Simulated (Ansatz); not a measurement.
Bands of a (6,6) SnS2 nanotube, along its axis.

Levels: PBE (plane waves to 420 eV, PAW; Ansatz, a program for electronic structure); PBE with spin-orbit coupling (Ansatz). Unmarked values and the geometry are of the first. Mesh 1×1×10. No spin polarisation. One-dimensional cell, images about 11 Å apart. A hypothetical model, rolled from the flat sheet. It keeps the symmetry and period of its start, so it need not be a minimum against all distortions. Values not marked SOC lack spin–orbit coupling. On relaxing, bonds broke or formed, so the name tells the start alone.

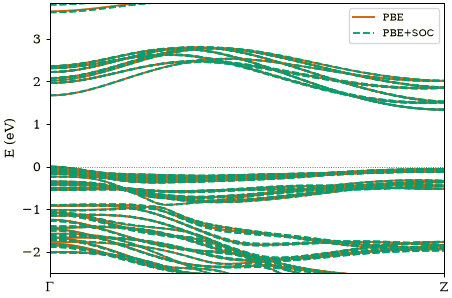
Bands from the zone centre to the zone edge (period 3.61 Å); the dotted line marks the highest filled level of each set

Is it a metal or a semiconductor at this level? Give what the bands show.

A semiconductor in PBE.
- PBE gap: 1.33 eV, indirect, from Γ to the zone edge
- PBE+SOC gap at this geometry: 1.34 eV
